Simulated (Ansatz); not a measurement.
## Run report: CH6OSi, molecular dynamics (part 5 of 5)

Continued. System: CH6OSi. Method: RKS PBE0-D4/def2-TZVP (Ansatz 0.2.0). It belongs to a series of runs on one base structure; here: dynamics from the start.

Geometry of the input (Å):
```
Si -0.0157  -0.0224  -0.1139
H  -0.4651  -0.2432  1.2900
H  1.4437  0.2233  -0.1531
O  -0.7304  1.3102  -0.7546
C  -2.1281  1.4313  -0.8756
H  -2.6219  1.3850  0.1023
H  -2.3505  2.3984  -1.3288
H  -2.5461  0.6447  -1.5151
H  -0.3576  -1.2405  -0.9018
```

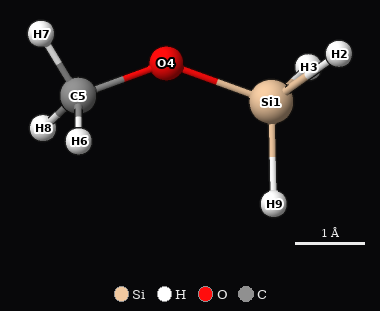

**Figure 1.** The geometry at step 135 of the log (ball-and-stick view, seen at a tilt; atoms are numbered from 1 in the order of the input).

Trajectory as extended XYZ, continued
```
9
Properties=species:S:1:pos:R:3:forces:R:3 step=118 time_fs=59.0 energy=-11054.21484 temperature=220.0
Si    0.0486   -0.0291   -0.1014    0.4980  -0.9686  -0.7456
H     0.6087   -0.0375    1.2446   -0.7322   0.1986   1.0188
H     1.4056    0.0189   -0.6869   -0.0471   0.1168  -0.8031
O    -0.8593    1.1976   -0.6179   -0.5975   0.5858   0.0496
C    -2.1680    1.5466   -1.0194    0.5064   0.9801   0.2378
H    -2.9773    1.1621   -0.4066    0.0798  -0.5798   0.2367
H    -2.2592    2.6409   -0.9382    0.1689  -0.1724   0.0261
H    -2.3448    1.3254   -2.0649    0.0449  -0.4301  -0.2624
H    -0.5986   -1.3433   -0.4582    0.0787   0.2695   0.2422
9
Properties=species:S:1:pos:R:3:forces:R:3 step=120 time_fs=60.0 energy=-11054.16094 temperature=160.6
Si    0.0473   -0.0303   -0.1027    0.3790  -0.7855  -0.4533
H     0.6305   -0.0219    1.2359   -0.7985   0.1730   1.0446
H     1.3923    0.0150   -0.6686    0.2689   0.1087  -1.0415
O    -0.8556    1.2007   -0.6161   -0.8050   0.6068  -0.0104
C    -2.1688    1.5416   -1.0199    0.4110   1.2275   0.1036
H    -2.9919    1.1674   -0.4103    0.2542  -0.6360   0.1420
H    -2.2647    2.6408   -0.9278    0.2100  -0.3327  -0.0126
H    -2.3414    1.3389   -2.0783    0.0887  -0.4266   0.0265
H    -0.6036   -1.3291   -0.4489   -0.0083   0.0648   0.2011
9
Properties=species:S:1:pos:R:3:forces:R:3 step=122 time_fs=61.0 energy=-11054.12595 temperature=122.2
Si    0.0461   -0.0317   -0.1042    0.3622  -0.5295  -0.0960
H     0.6446   -0.0046    1.2372   -0.8774   0.1424   0.9204
H     1.3815    0.0121   -0.6602    0.4971   0.0906  -1.1912
O    -0.8524    1.2041   -0.6143   -0.9466   0.5993  -0.0569
C    -2.1692    1.5375   -1.0202    0.2860   1.2897  -0.0279
H    -3.0041    1.1666   -0.4126    0.4482  -0.6388   0.0166
H    -2.2682    2.6375   -0.9176    0.2187  -0.3796  -0.0456
H    -2.3372    1.3482   -2.0915    0.1236  -0.4039   0.3298
H    -0.6087   -1.3143   -0.4376   -0.1119  -0.1702   0.1507
9
Properties=species:S:1:pos:R:3:forces:R:3 step=123 time_fs=61.5 energy=-11054.11938 temperature=115.0
Si    0.0456   -0.0325   -0.1049    0.4031  -0.3837   0.0829
H     0.6485    0.0045    1.2412   -0.9163   0.1243   0.8122
H     1.3777    0.0110   -0.6602    0.5556   0.0776  -1.2226
O    -0.8510    1.2059   -0.6134   -0.9902   0.5833  -0.0739
C    -2.1693    1.5358   -1.0204    0.2328   1.2582  -0.0767
H    -3.0087    1.1640   -0.4136    0.5355  -0.6266  -0.0443
H    -2.2692    2.6346   -0.9126    0.2100  -0.3559  -0.0578
H    -2.3347    1.3515   -2.0970    0.1337  -0.3904   0.4551
H    -0.6116   -1.3073   -0.4314   -0.1642  -0.2867   0.1252
9
Properties=species:S:1:pos:R:3:forces:R:3 step=125 time_fs=62.5 energy=-11054.13270 temperature=129.7
Si    0.0446   -0.0342   -0.1063    0.5767  -0.0850   0.3935
H     0.6498    0.0237    1.2548   -0.9792   0.0818   0.5348
H     1.3743    0.0094   -0.6690    0.5382   0.0439  -1.1901
O    -0.8487    1.2099   -0.6116   -1.0211   0.5255  -0.0944
C    -2.1694    1.5332   -1.0209    0.1754   1.0911  -0.1222
H    -3.0139    1.1541   -0.4161    0.6622  -0.5854  -0.1409
H    -2.2696    2.6262   -0.9031    0.1666  -0.2202  -0.0711
H    -2.3287    1.3551   -2.1047    0.1355  -0.3641   0.6101
H    -0.6187   -1.2958   -0.4181   -0.2543  -0.4875   0.0803
9
Properties=species:S:1:pos:R:3:forces:R:3 step=127 time_fs=63.5 energy=-11054.17945 temperature=181.1
Si    0.0438   -0.0358   -0.1077    0.8223   0.1794   0.5960
H     0.6416    0.0437    1.2735   -1.0058   0.0320   0.2211
H     1.3759    0.0081   -0.6891    0.3536   0.0023  -1.0384
O    -0.8469    1.2141   -0.6099   -0.9784   0.4357  -0.0967
C    -2.1693    1.5315   -1.0214    0.2042   0.8259  -0.0880
H    -3.0128    1.1387   -0.4200    0.7021  -0.5323  -0.1862
H    -2.2685    2.6158   -0.8942    0.0922   0.0033  -0.0693
H    -2.3213    1.3553   -2.1066    0.1128  -0.3408   0.6096
H    -0.6282   -1.2888   -0.4040   -0.3031  -0.6055   0.0519
9
Properties=species:S:1:pos:R:3:forces:R:3 step=129 time_fs=64.5 energy=-11054.24771 temperature=256.3
Si    0.0433   -0.0375   -0.1088    1.0505   0.3663   0.6682
H     0.6239    0.0639    1.2943   -0.9829  -0.0222  -0.0805
H     1.3808    0.0069   -0.7191    0.0606  -0.0431  -0.7969
O    -0.8458    1.2187   -0.6082   -0.8685   0.3207  -0.0831
C    -2.1691    1.5305   -1.0220    0.3186   0.5301   0.0250
H    -3.0051    1.1182   -0.4255    0.6473  -0.4747  -0.1725
H    -2.2665    2.6055   -0.8860   -0.0048   0.2508  -0.0569
H    -2.3130    1.3522   -2.1027    0.0702  -0.3195   0.4522
H    -0.6406   -1.2876   -0.3895   -0.2910  -0.6085   0.0446
9
Properties=species:S:1:pos:R:3:forces:R:3 step=131 time_fs=65.5 energy=-11054.32016 temperature=336.1
Si    0.0432   -0.0390   -0.1097    1.1777   0.4580   0.6204
H     0.5969    0.0839    1.3144   -0.9064  -0.0763  -0.3337
H     1.3862    0.0052   -0.7567   -0.2614  -0.0871  -0.5067
O    -0.8451    1.2234   -0.6066   -0.7027   0.1919  -0.0575
C    -2.1686    1.5299   -1.0226    0.4929   0.2834   0.2006
H    -2.9911    1.0931   -0.4327    0.5104  -0.4149  -0.1070
H    -2.2646    2.5975   -0.8784   -0.1120   0.4369  -0.0444
H    -2.3039    1.3461   -2.0946    0.0159  -0.2965   0.1733
H    -0.6557   -1.2922   -0.3745   -0.2143  -0.4955   0.0550
9
Properties=species:S:1:pos:R:3:forces:R:3 step=133 time_fs=66.5 energy=-11054.38224 temperature=404.6
Si    0.0434   -0.0404   -0.1103    1.1579   0.4669   0.4811
H     0.5611    0.1033    1.3313   -0.7790  -0.1259  -0.5142
H     1.3892    0.0028   -0.7991   -0.5446  -0.1254  -0.2075
O    -0.8449    1.2282   -0.6050   -0.4959   0.0631  -0.0250
C    -2.1677    1.5295   -1.0230    0.6807   0.1439   0.3980
H    -2.9724    1.0641   -0.4409    0.3227  -0.3484  -0.0107
H    -2.2637    2.5936   -0.8712   -0.2156   0.4859  -0.0437
H    -2.2947    1.3371   -2.0849   -0.0386  -0.2636  -0.1514
H    -0.6728   -1.3014   -0.3590   -0.0876  -0.2966   0.0735
9
Properties=species:S:1:pos:R:3:forces:R:3 step=135 time_fs=67.5 energy=-11054.42694 temperature=454.0
Si    0.0441   -0.0416   -0.1108    0.9877   0.4241   0.2814
H     0.5180    0.1214    1.3434   -0.6080  -0.1667  -0.6078
H     1.3871   -0.0009   -0.8435   -0.7471  -0.1552   0.0701
O    -0.8450    1.2331   -0.6035   -0.2648  -0.0514   0.0087
C    -2.1663    1.5292   -1.0231    0.8250   0.1071   0.5509
H    -2.9505    1.0317   -0.4492    0.1284  -0.2628   0.0848
H    -2.2649    2.5943   -0.8644   -0.3029   0.3721  -0.0610
H    -2.2859    1.3256   -2.0766   -0.0814  -0.2075  -0.4158
H    -0.6908   -1.3135   -0.3427    0.0632  -0.0598   0.0887
9
Properties=species:S:1:pos:R:3:forces:R:3 step=137 time_fs=68.5 energy=-11054.45387 temperature=483.8
Si    0.0451   -0.0426   -0.1113    0.6915   0.3630   0.0475
H     0.4690    0.1379    1.3497   -0.4033  -0.1951  -0.6081
H     1.3778   -0.0060   -0.8873   -0.8507  -0.1753   0.3053
O    -0.8453    1.2379   -0.6019   -0.0259  -0.1395   0.0388
C    -2.1642    1.5290   -1.0227    0.8759   0.0998   0.5918
H    -2.9274    0.9969   -0.4568   -0.0289  -0.1415   0.1464
H    -2.2690    2.5984   -0.8582   -0.3649   0.1357  -0.0922
H    -2.2778    1.3122   -2.0722   -0.1042  -0.1148  -0.5214
H    -0.7081   -1.3261   -0.3257    0.2106   0.1677   0.0921
9
Properties=species:S:1:pos:R:3:forces:R:3 step=139 time_fs=69.5 energy=-11054.46451 temperature=495.5
Si    0.0463   -0.0435   -0.1117    0.3034   0.3082  -0.1990
H     0.4162    0.1526    1.3502   -0.1769  -0.2085  -0.5167
H     1.3605   -0.0129   -0.9282   -0.8512  -0.1857   0.4842
O    -0.8456    1.2427   -0.6003    0.2064  -0.1934   0.0612
C    -2.1615    1.5290   -1.0219    0.8120   0.0269   0.4943
H    -2.9046    0.9607   -0.4629   -0.1236   0.0258   0.1536
H    -2.2765    2.6038   -0.8529   -0.3967  -0.1413  -0.1247
H    -2.2708    1.2977   -2.0726   -0.1061   0.0169  -0.4325
H    -0.7235   -1.3372   -0.3077    0.3326   0.3512   0.0797
9
Properties=species:S:1:pos:R:3:forces:R:3 step=141 time_fs=70.5 energy=-11054.45901 temperature=489.4
Si    0.0476   -0.0444   -0.1121   -0.1433   0.2747  -0.4351
H     0.3617    0.1652    1.3458    0.0573  -0.2060  -0.3449
H     1.3351   -0.0215   -0.9645   -0.7507  -0.1872   0.5967
O    -0.8457    1.2473   -0.5987    0.4208  -0.2106   0.0739
C    -2.1580    1.5289   -1.0207    0.6501  -0.1679   0.2918
H    -2.8829    0.9248   -0.4676   -0.1589   0.2306   0.1092
H    -2.2879    2.6079   -0.8487   -0.3979  -0.3759  -0.1447
H    -2.2647    1.2833   -2.0771   -0.0928   0.1722  -0.1984
H    -0.7357   -1.3449   -0.2890    0.4153   0.4702   0.0515
9
Properties=species:S:1:pos:R:3:forces:R:3 step=142 time_fs=71.0 energy=-11054.45018 temperature=479.7
Si    0.0483   -0.0447   -0.1124   -0.3793   0.2690  -0.5399
H     0.3345    0.1708    1.3423    0.1727  -0.1991  -0.2361
H     1.3196   -0.0264   -0.9806   -0.6640  -0.1852   0.6252
O    -0.8457    1.2496   -0.5979    0.5188  -0.2060   0.0764
C    -2.1561    1.5288   -1.0200    0.5458  -0.3106   0.1723
H    -2.8726    0.9075   -0.4695   -0.1621   0.3382   0.0746
H    -2.2950    2.6087   -0.8472   -0.3880  -0.4583  -0.1468
H    -2.2620    1.2767   -2.0802   -0.0832   0.2497  -0.0578
H    -0.7403   -1.3471   -0.2795    0.4393   0.5023   0.0322
9
Properties=species:S:1:pos:R:3:forces:R:3 step=144 time_fs=72.0 energy=-11054.42172 temperature=448.3
Si    0.0495   -0.0454   -0.1131   -0.8598   0.2848  -0.6988
H     0.2817    0.1806    1.3338    0.3907  -0.1767   0.0047
H     1.2841   -0.0377   -1.0082   -0.4225  -0.1766   0.6226
O    -0.8454    1.2541   -0.5962    0.6935  -0.1745   0.0742
C    -2.1520    1.5284   -1.0185    0.3222  -0.6562  -0.0614
H    -2.8531    0.8757   -0.4729   -0.1608   0.5380   0.0003
H    -2.3119    2.6070   -0.8451   -0.3510  -0.5339  -0.1321
H    -2.2572    1.2653   -2.0865   -0.0622   0.3851   0.2050
H    -0.7465   -1.3480   -0.2602    0.4499   0.5098  -0.0145
9
Properties=species:S:1:pos:R:3:forces:R:3 step=146 time_fs=73.0 energy=-11054.38269 temperature=405.3
Si    0.0504   -0.0460   -0.1141   -1.3283   0.3447  -0.7541
H     0.2325    0.1887    1.3253    0.5819  -0.1484   0.2367
H     1.2446   -0.0506   -1.0299   -0.1023  -0.1642   0.5388
O    -0.8447    1.2584   -0.5945    0.8377  -0.1199   0.0645
C    -2.1476    1.5275   -1.0171    0.1143  -1.0222  -0.2479
H    -2.8352    0.8490   -0.4763   -0.1732   0.6821  -0.0560
H    -2.3322    2.6002   -0.8443   -0.2968  -0.4882  -0.0922
H    -2.2530    1.2577   -2.0909   -0.0427   0.4733   0.3785
H    -0.7483   -1.3440   -0.2411    0.4094   0.4427  -0.0682
9
Properties=species:S:1:pos:R:3:forces:R:3 step=148 time_fs=74.0 energy=-11054.33839 temperature=356.4
Si    0.0509   -0.0465   -0.1153   -1.7528   0.4567  -0.6731
H     0.1889    0.1954    1.3191    0.7389  -0.1228   0.4096
H     1.2042   -0.0651   -1.0465    0.2685  -0.1507   0.3838
O    -0.8435    1.2627   -0.5927    0.9497  -0.0523   0.0502
C    -2.1431    1.5258   -1.0158   -0.0506  -1.3310  -0.3595
H    -2.8190    0.8288   -0.4803   -0.2160   0.7378  -0.0743
H    -2.3553    2.5888   -0.8444   -0.2309  -0.3443  -0.0319
H    -2.2491    1.2545   -2.0918   -0.0266   0.4997   0.4193
H    -0.7462   -1.3358   -0.2226    0.3197   0.3067  -0.1242
9
Properties=species:S:1:pos:R:3:forces:R:3 step=150 time_fs=75.0 energy=-11054.29323 temperature=306.6
Si    0.0507   -0.0468   -0.1167   -2.0920   0.6209  -0.4562
H     0.1524    0.2009    1.3168    0.8602  -0.1075   0.4848
H     1.1664   -0.0811   -1.0595    0.6416  -0.1381   0.1888
O    -0.8417    1.2670   -0.5909    1.0272   0.0187   0.0338
C    -2.1386    1.5230   -1.0149   -0.1645  -1.5101  -0.3841
H    -2.8049    0.8155   -0.4848   -0.2915   0.6896  -0.0476
H    -2.3806    2.5741   -0.8447   -0.1539  -0.1504   0.0394
H    -2.2456    1.2560   -2.0887   -0.0145   0.4617   0.3183
H    -0.7412   -1.3247   -0.2053    0.1873   0.1154  -0.1772
```

Summary

```csv
quantity,value
outcome,finished
mean temperature over the second half,312 K
trajectory,"150 steps, 75 fs"
ensemble,nve
temperature in the input,700.0 K
time step,0.5 fs
potential energy (last step),−11054.2933 eV
mean-field energy (last step),−11054.1861 eV
largest force (length of the vector) (last step),2.229 eV/Å
hardware,"4 threads of Arm Neoverse V1, 24 GiB of memory available, shared host"
wall time,2.8 min (CPU time 10 min)
peak memory,0.24 GiB
```

Remarks

So short a trajectory is not equilibrated.
